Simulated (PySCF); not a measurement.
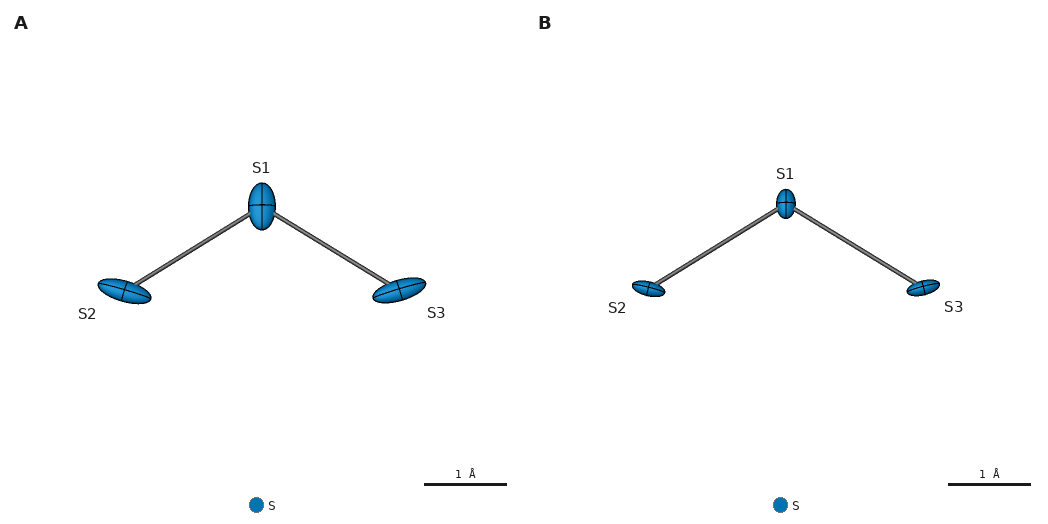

Displacement ellipsoids at the 50 % level, scaled by 3, from the internal vibrations of the free molecule (harmonic, no overall translation or rotation; no half-axis is drawn under 0.075 Å). The species has charge −1 and is a spin doublet. Vibrations computed with UKS-based PBE0, S def2-SVPD; non-relativistic; density fitting (PySCF 2.14.0). One panel is for 298 K, the other for 900 K.

**Which panel is for 900 K?**

A.

**How much does the mean-square displacement of S2 grow, and why?**

U_eq goes from 0.00077 to 0.0020 Å², a factor of 2.6. Modes below kT (626 cm⁻¹ at 900 K) grow about in proportion to T, and the lowest lies at 227 cm⁻¹; the mean-square amplitude of a mode is its zero-point value times coth(ħω/2kT), which comes close to 1 only above about 3kT.
